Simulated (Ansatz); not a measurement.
# AlNH3OF (SMILES [NH2][Al]([OH])[F]) at RPA@PBE/cc-pVDZ

Aim: the energy change on altering one bond length of AlNH3OF at RPA@PBE/cc-pVDZ, from 2 runs. 

The results are computed with Ansatz 0.2.0.

126 further runs of the same task are left out: 126 set aside as unsound or not needed.

**1. Starting point**

AlNH3OF: 7 atoms, total charge 0, spin state singlet. SMILES: `[NH2][Al]([OH])[F]`. The shape is that of a PBE0-D4/def2-TZVP optimisation. This is one conformer, not always the lowest.

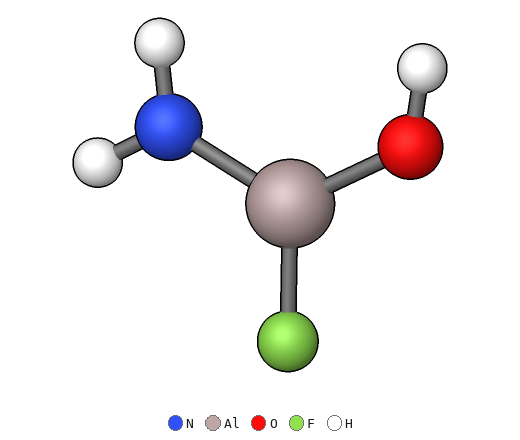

Viewed from a chosen angle; nitrogen blue, aluminium light grey, oxygen red, fluorine green, hydrogen white.

**2. A single-point energy at RPA@PBE/cc-pVDZ**

The input, job.yaml:

```yaml
crystal:
  periodic: [false, false, false]
  atoms:
    - {symbol: N, position_ang: [-0.569800, 0.926800, -0.530800]}
    - {symbol: Al, position_ang: [-0.133300, -0.630000, 0.151800]}
    - {symbol: O, position_ang: [1.368400, -1.004200, 0.819000]}
    - {symbol: F, position_ang: [-1.265600, -1.822100, 0.146500]}
    - {symbol: H, position_ang: [-1.473200, 1.130200, -0.925100]}
    - {symbol: H, position_ang: [0.029600, 1.732300, -0.586700]}
    - {symbol: H, position_ang: [2.105200, -0.401000, 0.879500]}
basis:
  gaussian: {orbitals: cc-pVDZ}
accuracy: high
correlation: {method: rpa, frozen_orbitals: {Al: 5, F: 1, H: 0, "N": 1, O: 1}}
hamiltonian: {xc: {name: PBE}}
```

Launch:

```bash
ansatz run job.yaml --threads 1 --pin off --max-ram 3480MiB --events-out events.jsonl --progress --plain --runs-dir runs
```

Standard output:

```text
Warning: RAYON_NUM_THREADS=1 ignored (pool sized by the plan → 1); use --threads N
Functional definition: PBE
  name "PBE"
  parameter kappa = 0.804
  parameter beta = 0.06672455060314922
  exchange = pbe_x(kappa = kappa, mu = beta*pi^2/3)
  correlation = pbe_c(beta = beta)
1649 factors; integrals over basis functions are off by at most 3.7e-9 eV
mean field evaluation 1: about -12877.9323 eV, gradient 9.2e1 eV
mean field evaluation 2: about -12877.9290 eV, gradient 9.2e1 eV
mean field evaluation 4: about -12893.0635 eV, gradient 1.4e1 eV
mean field evaluation 8: about -12893.5142 eV, gradient 7.5e-1 eV
mean field evaluation 16: about -12893.5127 eV, gradient 2.0e-5 eV
mean field evaluation 32: about -12862.7380 eV, gradient 7.5e1 eV
mean field -12893.51267473 eV, -473.8278512597 hartree, gradient 1.2e-8 eV, S^2 0.000000; 2 other end points of the search recorded, 0 dependent functions left out
8 core orbitals not correlated: weight in the atoms' cores, before any rotation towards them, 1.000 or more for the frozen orbitals, at most 0.000 for the correlated occupied ones
reference -12858.88064142 eV, -472.5551475097 hartree; 12, 12 occupied and 55, 55 virtual orbitals, 1649 factors
Total energy: -12883.69658174 eV, -473.4671164956 hartree
```

Wall time 9 s (1 thread of Arm Neoverse V1, shared host); peak memory 0.23 GiB.

**3. The distorted shape at the same level**

The input, run.yaml:

```yaml
crystal:
  periodic: [false, false, false]
  atoms:
    - {symbol: "N", position_ang: [-0.230108, 1.284432, -0.529210]}
    - {symbol: Al, position_ang: [0.206392, -0.272368, 0.153390]}
    - {symbol: O, position_ang: [1.708092, -0.646568, 0.820590]}
    - {symbol: F, position_ang: [-1.265600, -1.822100, 0.146500]}
    - {symbol: H, position_ang: [-1.133508, 1.487832, -0.923510]}
    - {symbol: H, position_ang: [0.369292, 2.089932, -0.585110]}
    - {symbol: H, position_ang: [2.444892, -0.043368, 0.881090]}
basis:
  gaussian:
    orbitals: cc-pVDZ
hamiltonian:
  xc: pbe
correlation:
  method: rpa
  frozen_orbitals: {Al: 5, F: 1, H: 0, "N": 1, O: 1}
accuracy: high
```

Launch:

```bash
ansatz run run.yaml --threads 1 --pin off --max-ram 3480MiB --events-out events.jsonl --progress --plain --runs-dir runs
```

Standard output (excerpt; [...] marks lines left out):

```text
Warning: RAYON_NUM_THREADS=1 ignored (pool sized by the plan → 1); use --threads N
[... 2 set-up lines as earlier in the session ...]
[...]
1631 factors; integrals over basis functions are off by at most 6.4e-9 eV
[...]
mean field -12892.19404710 eV, -473.7793925881 hartree, gradient 1.2e-8 eV, S^2 0.000000; 0 other end points of the search recorded, 0 dependent functions left out
8 core orbitals not correlated: weight in the atoms' cores, before any rotation towards them, 1.000 or more for the frozen orbitals, at most 0.000 for the correlated occupied ones
reference -12856.98891460 eV, -472.4856278313 hartree; 12, 12 occupied and 55, 55 virtual orbitals, 1631 factors
Total energy: -12882.32919522 eV, -473.4168659678 hartree
```

Wall time 8.7 s (1 thread of Arm Neoverse V1, shared host); peak memory 0.23 GiB.

**4. Outcome**

At RPA@PBE/cc-pVDZ, 8 core orbitals frozen:

```
                                                          quantity          value
                                         first shape: total energy  -473.46712 Eh
                     first shape: RPA correlation energy (valence)     -912.0 mEh
                                     distorted shape: total energy  -473.41687 Eh
                 distorted shape: RPA correlation energy (valence)     -931.2 mEh
energy change with the Al2–F4 bond stretched from 1.644 to 2.137 Å       1.367 eV
```

With the Al2–F4 bond stretched from 1.644 to 2.137 Å the energy rises by 1.37 eV (132 kJ/mol). The first shape isn't relaxed at this level, so the change isn't measured from a minimum.
